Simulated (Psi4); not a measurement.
**BPH3F (SMILES FBP): TPSSh/def2-SVPD**

Aim: the vertical electron affinity of BPH3F at TPSSh/def2-SVPD, from 2 runs. 

Program for the calculation: Psi4 1.11.

3 further runs of the same task are left out: 1 that didn't finish, 2 set aside as unsound or not needed.

### 1 The system as given

BPH3F: 6 atoms, total charge 0, spin state singlet. As SMILES, `FBP`. Geometry: relaxed at GFN2-xTB. This is one conformer, not always the lowest.

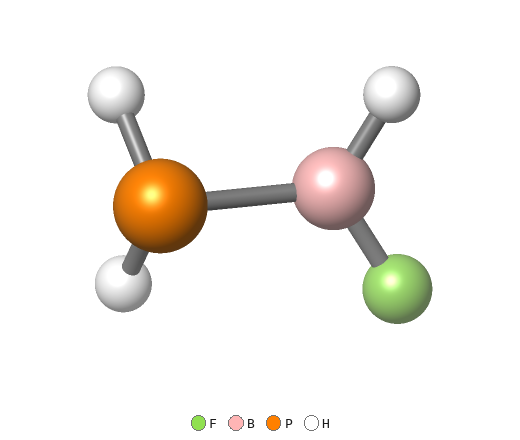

Viewed from a chosen angle; fluorine green, boron pink, phosphorus orange, hydrogen white.

### 2 Energy and gradient at TPSSh/def2-SVPD

File input.inp:

```
memory 1600 MB

molecule {
  F
  B 1 r2
  P 2 r3 1 a3
  H 2 r4 1 a4 3 d4
  H 3 r5 2 a5 4 d5
  H 3 r6 5 a6 2 d6

  r2 = 1.315428
  r3 = 1.887724
  a3 = 119.30316
  r4 = 1.174175
  a4 = 116.71258
  d4 = 173.694
  r5 = 1.379609
  a5 = 98.22823
  d5 = 46.94983
  r6 = 1.380975
  a6 = 95.69736
  d6 = -99.40953
  symmetry c1
  no_reorient
  no_com
}

set {
  basis def2-SVPD
  puream true
  e_convergence 1e-09
  d_convergence 1e-08
  scf_type pk
  dft_radial_points 99
  dft_spherical_points 590
}

e, wfn = gradient('tpssh', return_wfn=True)
oeprop(wfn, 'QUADRUPOLE', 'WIBERG_LOWDIN_INDICES', 'LOWDIN_CHARGES', title='TPSSH')
```

Run with:

```bash
$ psi4 input.inp input.out -n 1
```

input.out:

```text
[...]
  Running in c1 symmetry.
[...]
  Nuclear repulsion =   89.428122186858403
[...]
  Multiplicity = 1
[...]
  Nalpha       = 16
  Nbeta        = 16
[...]
    Number of basis functions: 91
[...]
   @RKS iter   1:  -467.62961519243584   -3.07169e-01   4.52234e-03 DIIS/ADIIS
[...]
   @RKS iter  11:  -467.71524575981488   -2.38742e-12   7.91628e-09 DIIS
[...]
    Orbital Energies [Eh]
    ---------------------
    Doubly Occupied:
       1A    -76.915830     2A    -24.632574     3A     -6.771997
       4A     -6.486127     5A     -4.641129     6A     -4.639527
       7A     -4.636513     8A     -1.185564     9A     -0.644610
      10A     -0.538610    11A     -0.467293    12A     -0.450495
      13A     -0.420914    14A     -0.385469    15A     -0.320973
      16A     -0.261495
[...]
  @RKS Final Energy:  -467.71524575981488
   => Energetics <=
    Nuclear Repulsion Energy =             89.4281221868584026
    One-Electron Energy =                -823.4999267725193022
    Two-Electron Energy =                 301.5117045701315419
    DFT Exchange-Correlation Energy =     -35.1551457442855551
    Empirical Dispersion Energy =           0.0000000000000000
    VV10 Nonlocal Energy =                  0.0000000000000000
    Total Energy =                       -467.7152457598148771
[...]
  -Total Gradient:
     Atom            X                  Y                   Z
    ------   -----------------  -----------------  -----------------
       1        0.000078830910     0.000736365772     0.021428040331
       2        0.000431501412     0.002476246760    -0.007443010242
       3       -0.019438358235     0.004964590601    -0.001805831802
       4       -0.001186206484    -0.012739240162    -0.008466623914
       5        0.009790966750    -0.005798165989    -0.015463367628
       6        0.010323210849     0.010320242879     0.011752480886
[...]
 Multipole Moments:
 ------------------------------------------------------------------------------------
     Multipole            Electronic (a.u.)      Nuclear  (a.u.)        Total (a.u.)
 ------------------------------------------------------------------------------------
 L = 1.  Multiply by 2.5417464519 to convert [e a0] to [Debye]
 Dipole X            :          1.3269010           -1.5874604           -0.2605594
 Dipole Y            :          0.8920928           -0.9071219           -0.0150290
 Dipole Z            :         -2.5479072            2.8349443            0.2870371
 Magnitude           :                                                    0.3879528
 L = 2.  Multiply by 1.3450342976 to convert [e a0^2] to [Debye ang]
 Quadrupole XX       :        -24.3444942            5.6494316          -18.6950626
 Quadrupole XY       :         -6.3007953            7.0983946            0.7975993
[...]
```

Wall time 87 s (1 thread of Intel Xeon Platinum 8259CL at 2.50GHz (Skylake/Cascade Lake), shared host); peak memory 0.85 GiB.

### 3 The doublet anion

File calc.py:

```python
import psi4

psi4.set_memory(1600000000)
psi4.set_num_threads(1)
psi4.set_output_file('psi4.out', False)

mol = psi4.geometry("""
-1 2
F     -2.34123839    -2.25544482     1.27329746
B     -0.31539529    -1.56284130     0.01018562
P      1.23623993     1.55726661     0.77363498
H      0.54176558    -3.05152975    -1.39425883
H      1.79733741     2.30064707    -1.66140941
H     -0.91870925     3.01190219     0.99853128
units bohr
symmetry c1
no_reorient
no_com
""")

psi4.set_options({
    'basis': 'def2-SVPD',
    'reference': 'uks',
    'puream': True,
    'e_convergence': 1e-09,
    'd_convergence': 1e-08,
    'scf_type': 'pk',
    'dft_radial_points': 99,
    'dft_spherical_points': 590,
    'maxiter': 200,
})

result, w = psi4.gradient('tpssh', return_wfn=True)
print('gradient / Eh bohr^-1')
print(result.np.round(6))
print(f'energy = {w.energy():.10f} Eh')
```

Run with:

```bash
$ python calc.py
```

psi4.out (excerpt; [...] marks lines left out):

```text
[...]
  Running in c1 symmetry.
[...]
  Nuclear repulsion =   89.428122536243592
[...]
  Multiplicity = 2
[...]
  Nalpha       = 17
  Nbeta        = 16
[...]
    Number of basis functions: 91
[...]
   @UKS iter   1:  -467.44854819102579   -1.26101e-01   6.62771e-03 ADIIS/DIIS
[...]
   @UKS iter  16:  -467.68526136674990   -1.64846e-12   4.76530e-09 DIIS
[...]
   @S^2 Observed:                7.549502970E-01
[...]
  @UKS Final Energy:  -467.68526136674990
   => Energetics <=
    Nuclear Repulsion Energy =             89.4281225362435919
    One-Electron Energy =                -830.9295601557703321
    Two-Electron Energy =                 309.2027181433224428
    DFT Exchange-Correlation Energy =     -35.3865418905455726
    Empirical Dispersion Energy =           0.0000000000000000
    VV10 Nonlocal Energy =                  0.0000000000000000
    Total Energy =                       -467.6852613667498986
[...]
 Multipole Moments:
 ------------------------------------------------------------------------------------
     Multipole            Electronic (a.u.)      Nuclear  (a.u.)        Total (a.u.)
 ------------------------------------------------------------------------------------
 L = 1.  Multiply by 2.5417464519 to convert [e a0] to [Debye]
 Dipole X            :          2.4139562           -2.6841293           -0.2701730
 Dipole Y            :          3.0747441           -2.4931912            0.5815528
 Dipole Z            :        -21.5474559           21.0579930           -0.4894629
 Magnitude           :                                                    0.8067038
[...]
  -Total Gradient:
     Atom            X                  Y                   Z
    ------   -----------------  -----------------  -----------------
       1        0.067241733758     0.020991731064    -0.047289568907
       2       -0.046717960082    -0.012061469130     0.036022962424
       3       -0.024718289148     0.008476951491    -0.026821796167
       4       -0.011929320472     0.013092136721     0.015756820606
       5       -0.006778001543    -0.010176831131     0.023020803251
       6        0.022904231944    -0.020289306020    -0.000668760690
[...]
```

On the terminal:

```text
gradient / Eh bohr^-1
[[ 0.067242  0.020992 -0.04729 ]
 [-0.046718 -0.012061  0.036023]
 [-0.024718  0.008477 -0.026822]
 [-0.011929  0.013092  0.015757]
 [-0.006778 -0.010177  0.023021]
 [ 0.022904 -0.020289 -0.000669]]
energy = -467.6852613667 Eh
```

It took 2.6 min on 1 thread of Intel Xeon Platinum 8259CL at 2.50GHz (Skylake/Cascade Lake), shared host; peak memory 0.86 GiB.

### 4 What came out

At TPSSh/def2-SVPD:

```
                                         quantity          value
                      singlet BPH3F: total energy  -467.71525 Eh
                     singlet BPH3F: dipole moment         0.99 D
                       singlet BPH3F: HOMO energy       -7.12 eV
                       singlet BPH3F: LUMO energy       -1.62 eV
                     singlet BPH3F: HOMO–LUMO gap        5.50 eV
          singlet BPH3F: largest force on an atom     1.103 eV/Å
                      doublet anion: total energy  -467.68526 Eh
doublet anion: HOMO energy (highest over α and β)        3.29 eV
 doublet anion: LUMO energy (lowest over α and β)        4.54 eV
                              doublet anion: ⟨S²⟩          0.755
          doublet anion: largest force on an atom     4.363 eV/Å
vertical electron affinity (to the doublet anion)      -0.816 eV
```

What this shows: The anion lies 0.82 eV (78.7 kJ/mol) above the neutral: the electron isn't bound at this level, and such a value depends on the basis. The largest force (singlet BPH3F) is 1.10 eV/Å: the shape isn't a stationary point for this species at this level. The HOMO (doublet anion) lies at positive energy, 3.29 eV; only total energies tell whether the electron is bound.
